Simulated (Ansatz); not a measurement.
System: SiGe$_{2}$.

```xyz
12
Lattice="3.7306 0.0000 0.0000 0.0000 14.7430 0.0000 0.0000 0.0000 3.7023" Properties=species:S:1:pos:R:3 pbc="T T T"
Ge    0.0000   11.0573    0.9256
Ge    1.8653    3.6858    0.9256
Ge    0.0000    3.6858    2.7768
Ge    1.8653   11.0573    2.7768
Si    0.0000    1.5628    0.9256
Si    1.8653    8.9343    0.9256
Si    0.0000   13.1802    2.7768
Si    1.8653    5.8087    2.7768
Ge    0.0000    6.5017    0.9256
Ge    1.8653   13.8732    0.9256
Ge    0.0000    8.2413    2.7768
Ge    1.8653    0.8698    2.7768
```

Space group Cmcm; built by placing these elements on a known structure type; not relaxed (largest force 0.9 eV/Å); computed pressure about 4 GPa in this cell.

These are results of DFT, PAW plane waves, PBEsol in Ansatz 0.2.0, not measurements.

What will maps of the electron localisation function show?

Si–Ge (2.83 Å): the ELF peaks at about 0.70 in the valence shell of Si, 0.9 Å from its nucleus, and is about 0.45 at the midpoint.

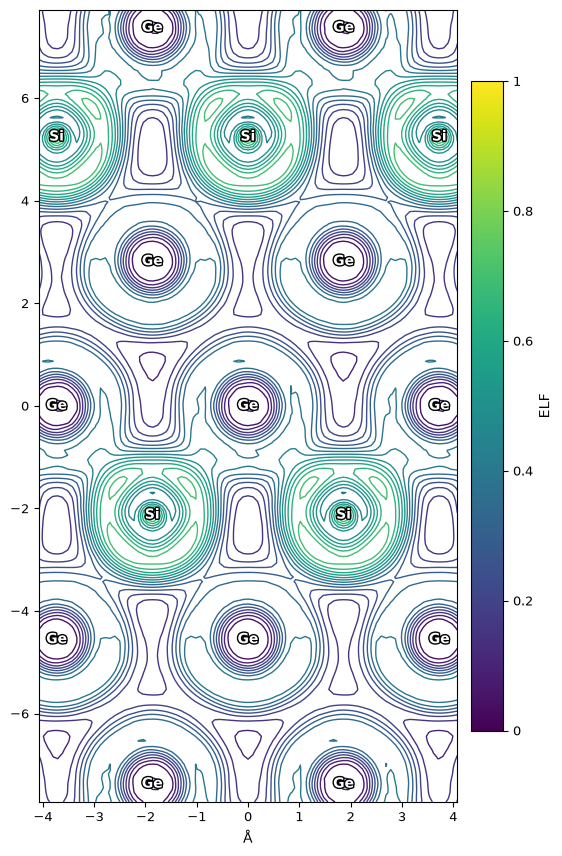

Computed electron localisation function on the (001) plane of the conventional cell. 

Core electrons are frozen (PAW), and the valence fields are smoothed inside the atomic spheres.
